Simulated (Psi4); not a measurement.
# GaSiH3F2 (SMILES [F][Ga]([F])[SiH3]) at MP2/aug-cc-pVDZ (density fitting with cc-pvqz-jkfit, density fitting for correlation, sweep point 5)

Aim: the vertical singlet–triplet gap of GaSiH3F2 at MP2/aug-cc-pVDZ (density fitting with cc-pvqz-jkfit, density fitting for correlation, sweep point 5), from 2 runs. 

The results are computed with Psi4 1.11.

6 further runs of the same task are left out: 2 for a known fault of the program, 2 that didn't finish, 2 set aside as unsound or not needed.

### 1 The structure to begin with

GaSiH3F2: 7 atoms, total charge 0, spin state singlet. SMILES: `[F][Ga]([F])[SiH3]`. Geometry: relaxed at PBE0-D4/def2-TZVP.

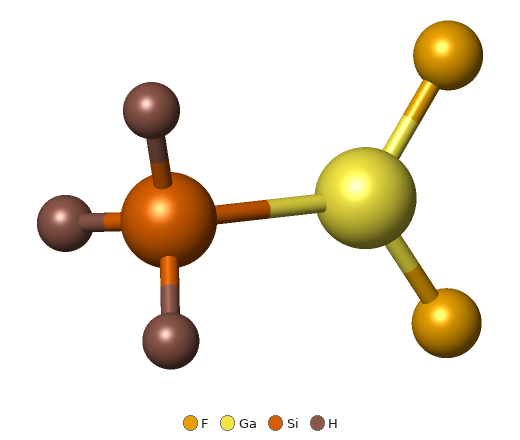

Viewed from a chosen angle; fluorine amber, gallium yellow, silicon orange, hydrogen brown.

### 2 A single-point energy at MP2/aug-cc-pVDZ (density fitting with cc-pvqz-jkfit, density fitting for correlation, sweep point 5)

Contents of calc.inp:

```
memory 1.6 GB

molecule {
  0 1
  F      0.337700    -1.716900     2.042000
  Ga     0.749800    -0.872200     0.566000
  F      2.304600    -1.409500    -0.029300
  Si    -0.636100     0.761900    -0.486900
  H      0.191200     1.594100    -1.392900
  H     -1.267600     1.599600     0.561500
  H     -1.679500     0.043100    -1.260400
  units angstrom
  symmetry c1
}

set puream true
set scf_type df
set num_frozen_docc 16
set df_basis_scf cc-pvqz-jkfit

e_tot, wfn = energy("mp2/aug-cc-pVDZ", return_wfn=True)
print_variables()
```

Run with:

```
$ psi4 calc.inp calc.out -n 1
```

calc.out:

```text
[...]
  Running in c1 symmetry.
[...]
  Nuclear repulsion =  353.836782316997471
[...]
  Multiplicity = 1
[...]
  Nalpha       = 33
  Nbeta        = 33
[...]
    Number of basis functions: 136
[...]
   @DF-RHF iter   1: -2412.33427839347451   -4.73730e+00   7.90800e-03 ADIIS/DIIS
[...]
   @DF-RHF iter  11: -2412.89627698750246   -9.09495e-12   6.86696e-09 DIIS
[...]
    Orbital Energies [Eh]
    ---------------------
    Doubly Occupied:
       1A   -378.913833     2A    -68.817672     3A    -48.257729
       4A    -42.588656     5A    -42.585279     6A    -42.585042
       7A    -26.259218     8A    -26.259023     9A     -6.467975
      10A     -6.166169    11A     -4.564575    12A     -4.558196
      13A     -4.557493    14A     -4.272313    15A     -4.271952
      16A     -4.271898    17A     -1.534857    18A     -1.530973
      19A     -1.266923    20A     -1.265390    21A     -1.264406
      22A     -1.260638    23A     -1.254112    24A     -0.757461
      25A     -0.680407    26A     -0.626132    27A     -0.614701
      28A     -0.611599    29A     -0.596171    30A     -0.590013
      31A     -0.515839    32A     -0.514973    33A     -0.438320
[...]
  @DF-RHF Final Energy: -2412.89627698750246
   => Energetics <=
    Nuclear Repulsion Energy =            353.8367823169974713
    One-Electron Energy =               -4072.0262379533210151
    Two-Electron Energy =                1305.2931786488213675
    Total Energy =                      -2412.8962769875024605
[...]
 Multipole Moments:
 ------------------------------------------------------------------------------------
     Multipole            Electronic (a.u.)      Nuclear  (a.u.)        Total (a.u.)
 ------------------------------------------------------------------------------------
 L = 1.  Multiply by 2.5417464519 to convert [e a0] to [Debye]
 Dipole X            :          5.8334844           -6.6975421           -0.8640578
 Dipole Y            :         -6.7977742            7.8557275            1.0579533
 Dipole Z            :          4.4087241           -5.0778803           -0.6691562
 Magnitude           :                                                    1.5210625
[...]
```

It took 7.5 s on 1 thread of AMD EPYC 7R43 (Zen 3), shared host; peak memory 0.38 GiB.

### 3 The triplet at the same level

Contents of f2gah3si.in:

```
memory 1600 mb

molecule {
  0 3
  F      0.337700    -1.716900     2.042000
  Ga     0.749800    -0.872200     0.566000
  F      2.304600    -1.409500    -0.029300
  Si    -0.636100     0.761900    -0.486900
  H      0.191200     1.594100    -1.392900
  H     -1.267600     1.599600     0.561500
  H     -1.679500     0.043100    -1.260400
  symmetry c1
}

set reference uhf
set puream true
set scf_type df
set num_frozen_docc 16
set df_basis_scf cc-pvqz-jkfit
set maxiter 100

e_tot = energy('mp2/aug-cc-pVDZ')
```

Run with:

```
$ psi4 f2gah3si.in f2gah3si.out -n 1
```

f2gah3si.out:

```text
[...]
  Running in c1 symmetry.
[...]
  Nuclear repulsion =  353.836782316997471
[...]
  Multiplicity = 3
[...]
  Nalpha       = 34
  Nbeta        = 32
[...]
    Number of basis functions: 136
[...]
   @DF-UHF iter   1: -2411.73782348515988   -4.14084e+00   8.63103e-03 DIIS/ADIIS
[...]
   @DF-UHF iter  20: -2412.71038650899845   -1.77351e-11   6.24429e-09 DIIS
[...]
   @S^2 Observed:                2.007459302E+00
[...]
    Orbital Energies [Eh]
    ---------------------
    Alpha Occupied:
       1A   -378.929966     2A    -68.890729     3A    -48.273159
       4A    -42.604401     5A    -42.602176     6A    -42.600572
       7A    -26.261635     8A    -26.260064     9A     -6.485705
      10A     -6.234885    11A     -4.581506    12A     -4.579934
      13A     -4.574314    14A     -4.347142    15A     -4.338810
      16A     -4.338050    17A     -1.537160    18A     -1.533451
      19A     -1.286581    20A     -1.284967    21A     -1.278260
      22A     -1.275058    23A     -1.274644    24A     -0.827819
      25A     -0.690512    26A     -0.628085    27A     -0.621491
      28A     -0.621177    29A     -0.605552    30A     -0.589660
      31A     -0.565293    32A     -0.558763    33A     -0.534649
      34A     -0.238450
[...]
  @DF-UHF Final Energy: -2412.71038650899845
   => Energetics <=
    Nuclear Repulsion Energy =            353.8367823169974713
    One-Electron Energy =               -4070.4983585468189631
    Two-Electron Energy =                1303.9511897208233222
    Total Energy =                      -2412.7103865089984538
  UHF NO Occupations:
  HONO-2 :   32  A 1.9980465
  HONO-1 :   33  A 1.0000000
[...]
 Multipole Moments:
 ------------------------------------------------------------------------------------
     Multipole            Electronic (a.u.)      Nuclear  (a.u.)        Total (a.u.)
 ------------------------------------------------------------------------------------
 L = 1.  Multiply by 2.5417464519 to convert [e a0] to [Debye]
 Dipole X            :          5.2584408           -6.6975421           -1.4391014
 Dipole Y            :         -6.3031076            7.8557275            1.5526199
 Dipole Z            :          3.9819348           -5.0778803           -1.0959455
 Magnitude           :                                                    2.3838494
[...]
```

It took 12 s on 1 thread of AMD EPYC 7R43 (Zen 3), shared host; peak memory 0.38 GiB.

### 4 Results

Level: MP2/aug-cc-pVDZ (density fitting with cc-pvqz-jkfit, density fitting for correlation, sweep point 5), 16 core orbitals frozen.

| quantity | value |
| --- | --- |
| singlet: total energy | -2413.50740 Eh |
| singlet: HOMO energy (Hartree–Fock orbitals) | -11.93 eV |
| singlet: LUMO energy (Hartree–Fock orbitals) | 0.59 eV |
| singlet: HOMO–LUMO gap (Hartree–Fock orbitals) | 12.52 eV |
| singlet: correlation energy (16 core orbitals frozen) | -611.1 mEh |
| triplet: total energy | -2413.30696 Eh |
| triplet: HOMO energy (Hartree–Fock orbitals) (highest over α and β) | -6.49 eV |
| triplet: LUMO energy (Hartree–Fock orbitals) (lowest over α and β) | -3.28 eV |
| triplet: correlation energy (16 core orbitals frozen) | -596.6 mEh |
| triplet: ⟨S²⟩ of the reference determinant | 2.007 |
| vertical energy of the triplet above the singlet | 5.454 eV |

At this shape the triplet lies 5.45 eV (126 kcal/mol) above the singlet.
